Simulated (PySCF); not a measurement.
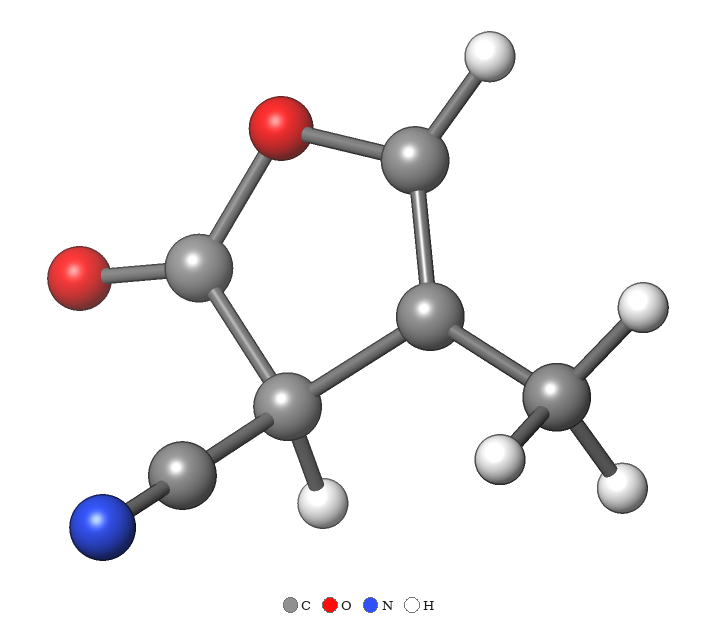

Rendered structure (ball-and-stick style).

The geometry was computed by an optimisation with GFN2-xTB. No frequency run is at hand to confirm it as a minimum.

Describe the molecule.

Formula C₆H₅NO₂. As SMILES it reads `CC1=COC(=O)[C@@H]1C#N`. Independent rings (smallest set): 1 of 5 members. Among its groups: ester, nitrile, alkene. The point group is C1. Coordination: 2 C tetrahedral; 3 C trigonal planar; 1 O bent; 1 C linear.

More results for the same structure follow; atom numbers are the same in all pictures, views and colours differ.

**Geometry**

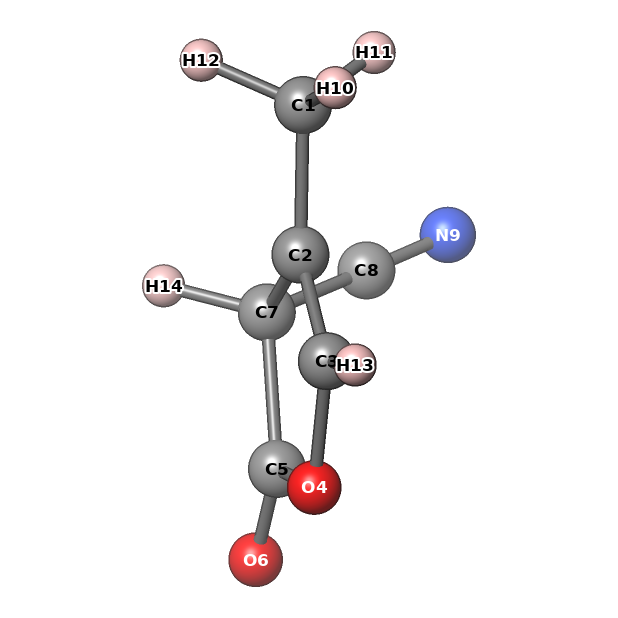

C5 lies behind O4. The molecule seen a little off the O4–C5 bond, O4 in front. Atoms fade into the background with distance from the viewer. No frequency run is at hand to confirm it as a minimum.

**What is the torsion angle C3–O4–C5–O6? The sign is positive where the front bond must turn clockwise to cover the back bond.**

−178°, antiperiplanar (anti).

**NMR shielding**

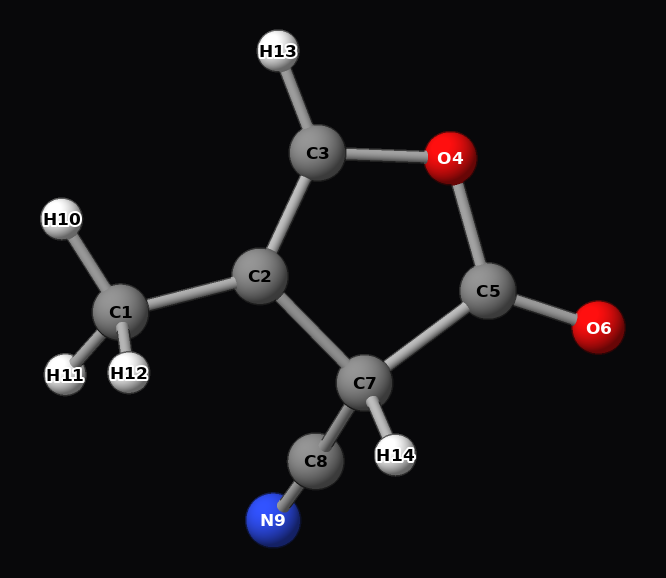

The questions are on isotropic NMR shieldings of the H atoms. No frequency run is at hand to confirm it as a minimum. Properties computed with GIAO PBE0/pcSseg-1 NMR shielding, non-relativistic, gas phase (PySCF 2.14.0).

Give the isotropic NMR shieldings of the H atoms atom by atom.

| atom | σ (ppm) |
| --- | --- |
| H10 | 29.67 |
| H11 | 29.45 |
| H12 | 29.89 |
| H13 | 24.96 |
| H14 | 28.12 |

**Electronic properties**

No frequency run is at hand to confirm it as a minimum. Properties computed with PBE0/pcSseg-1, gas phase (PySCF 2.14.0).

**Give the HOMO energy (Kohn–Sham orbital) at this level.**

−7.78 eV.

**What is the LUMO energy (Kohn–Sham orbital)?**

−1.27 eV.

**Give the dipole moment at this level.**

5.54 D.

**Charges**

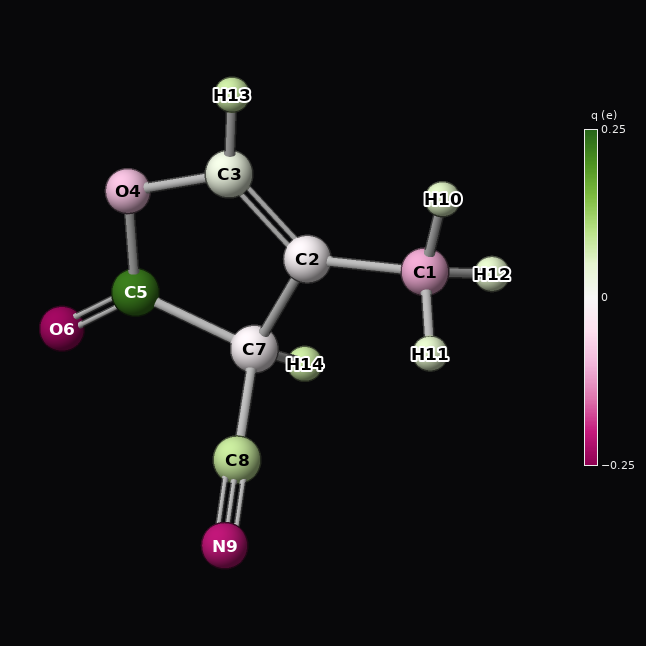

Atoms are coloured by their Hirshfeld charges. No frequency run is at hand to confirm it as a minimum. Level of theory: PBE0/pcSseg-1, gas phase (PySCF 2.14.0).

**Which atom carries the highest charge (most positive or least negative)?**

C5 (0.22 e).

**And the lowest?**

O6 (−0.23 e).

Give the Hirshfeld charges atom by atom.

```
atom  value (e)
  C1      −0.11
  C2      −0.01
  C3       0.03
  O4      −0.09
  C5       0.22
  O6      −0.23
  C7      −0.01
  C8       0.09
  N9      −0.21
 H10       0.06
 H11       0.05
 H12       0.05
 H13       0.08
 H14       0.08
```
